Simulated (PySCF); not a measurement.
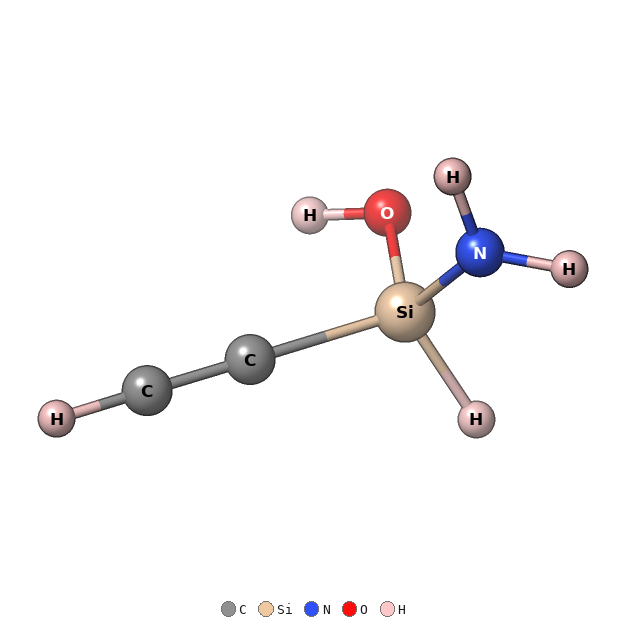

Atoms fade into the background with distance from the viewer. The geometry was computed by an optimisation with PBE0-D3(BJ)/def2-SVP. No frequency run is at hand to confirm it as a minimum.

Q: List the symmetry elements and name the point group.

A: It has no symmetry element but the identity, so the point group is C1. The group has 1 operation. The geometry is chiral, and symmetry allows a dipole moment.
